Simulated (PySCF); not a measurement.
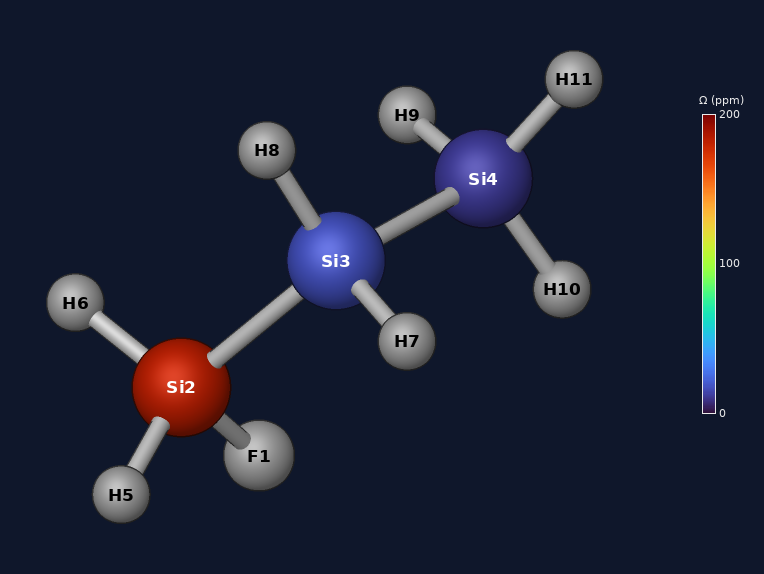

The Si atoms are coloured by the span of their shielding tensor. Computed geometry: PBE0-D3(BJ)/def2-SVP optimisation. No frequency run is at hand to confirm it as a minimum. Properties computed with GIAO PBE0/def2-SVP NMR shielding, non-relativistic, gas phase (PySCF 2.14.0). Principal shieldings σ11 ≤ σ22 ≤ σ33, span Ω = σ33 − σ11, skew κ = 3(σiso − σ22)/Ω.

Question: Which Si atom has the most anisotropic shielding?

Answer: Si2, with a span of 183 ppm.

Give the shielding tensors of the Si atoms.

| atom | σ11 | σ22 | σ33 | σiso | Ω | κ |
| --- | --- | --- | --- | --- | --- | --- |
| Si2 | 315.6 | 386.1 | 498.6 | 400.1 | 183.0 | 0.23 |
| Si3 | 507.2 | 519.2 | 525.0 | 517.1 | 17.8 | −0.35 |
| Si4 | 503.6 | 505.7 | 514.7 | 508.0 | 11.0 | 0.63 |

Shieldings and span in ppm.
